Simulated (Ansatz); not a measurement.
# C3H8BNSi: the cost of one run

All numbers are computed with the Python package of Ansatz 0.2.0. Level of theory: B3LYP/6-31G*.

## (1) The system

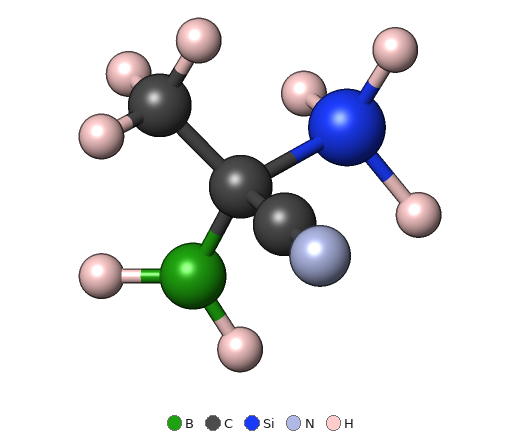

The starting structure, viewed from a chosen angle; boron green, carbon dark grey, silicon blue, nitrogen light blue, hydrogen pink.

The script holds or builds the structure itself.

## (2) Script

run_opt.py reads:

```python
"""Geometry optimisation of C3H8BNSi."""

import itertools

import ansatz as az
from ase.data import atomic_numbers, covalent_radii
import numpy as np


def main() -> None:
    geometry_ang = [
        ("B", (-1.6268, 0.1186, -0.0906)),
        ("C", (-0.0974, 0.2487, 0.0998)),
        ("C", (0.566, 0.7022, -1.2059)),
        ("Si", (0.6128, -1.4279, 0.611)),
        ("C", (0.1947, 1.2017, 1.1592)),
        ("N", (0.4192, 1.9796, 2.0234)),
        ("H", (-2.3463, -0.1576, 0.7995)),
        ("H", (-2.1283, 0.4384, -1.1528)),
        ("H", (0.2402, 1.7218, -1.4626)),
        ("H", (0.3995, -0.0154, -1.9942)),
        ("H", (1.6893, 0.7619, -1.024)),
        ("H", (0.2672, -2.4088, -0.4275)),
        ("H", (-0.1693, -1.83, 1.8456)),
        ("H", (1.9661, -1.3624, 0.848)),
    ]
    system = az.Crystal.molecule()
    for symbol, xyz in geometry_ang:
        system = system.atom(symbol, xyz)

    setup = (
        system.calculation()
        .basis(gaussian="6-31G*")
        .functional("B3LYP")
    )
    symbols = [site.symbol for site in system.cartesian_sites]
    start = np.array([site.position_ang for site in system.cartesian_sites], dtype=float)
    def progress(event):
        if event["event"] == "relax_step":
            row = event["data"]
            print(f"step {row['step']:3d}  E = {row['lagrangian_ev']:.6f} eV  largest force component {row['allowed_force_max_ev_ang']:.4f} eV/A")


    summary = setup.relax(force_tolerance=0.02).session().plan().execute(on_event=progress).report
    end = np.array(summary["positions_ang"])

    print(f"E = {summary['free_energy_ev']:.6f} eV = {summary['free_energy_ev'] / 27.211386246:.7f} Ha")
    print("converged:", summary["converged"], " doubts:", summary["published_state_doubts"] or "none")

    # pairs closer than 1.2 times the sum of covalent radii, before or after
    radius = [covalent_radii[atomic_numbers[s]] for s in symbols]
    span = lambda where, i, j: np.linalg.norm(where[i] - where[j])
    bonded = [(i, j) for i, j in itertools.combinations(range(len(symbols)), 2) if min(span(start, i, j), span(end, i, j)) < 1.2 * (radius[i] + radius[j])]
    print("pair        before    after (A)")
    for i, j in bonded:
        print(f"{symbols[i]}{i}-{symbols[j]}{j}".ljust(10), f"{span(start, i, j):8.4f} {span(end, i, j):8.4f}")

    charges = summary["charge_distribution"]
    print("dipole moment", round(4.803205 * float(np.linalg.norm(charges["dipole_moment_e_ang"])), 3), "D")
    print("Mulliken:", [(s, round(q, 3)) for s, q in zip(symbols, charges["mulliken_charges_e"])])


if __name__ == "__main__":
    main()
```

## (3) The input behind the calls

The engine receives this input:

```yaml
crystal:
  periodic: [false, false, false]
  atoms:
    - { symbol: B, position_ang: [-1.6268, 0.1186, -0.0906] }
    - { symbol: C, position_ang: [-0.0974, 0.2487, 0.0998] }
    - { symbol: C, position_ang: [0.566, 0.7022, -1.2059] }
    - { symbol: Si, position_ang: [0.6128, -1.4279, 0.611] }
    - { symbol: C, position_ang: [0.1947, 1.2017, 1.1592] }
    - { symbol: "N", position_ang: [0.4192, 1.9796, 2.0234] }
    - { symbol: H, position_ang: [-2.3463, -0.1576, 0.7995] }
    - { symbol: H, position_ang: [-2.1283, 0.4384, -1.1528] }
    - { symbol: H, position_ang: [0.2402, 1.7218, -1.4626] }
    - { symbol: H, position_ang: [0.3995, -0.0154, -1.9942] }
    - { symbol: H, position_ang: [1.6893, 0.7619, -1.024] }
    - { symbol: H, position_ang: [0.2672, -2.4088, -0.4275] }
    - { symbol: H, position_ang: [-0.1693, -1.83, 1.8456] }
    - { symbol: H, position_ang: [1.9661, -1.3624, 0.848] }
basis:
  gaussian:
    orbitals: "6-31G*"
hamiltonian:
  xc: b3lyp
relax:
  f_tol: 0.02
```

## (4) The run

Command:

```bash
$ python run_opt.py
```

Q: Estimate wall time and peak memory on 1 thread of Arm Neoverse V2, shared host.

About 80 s, with a peak of 0.34 GiB.
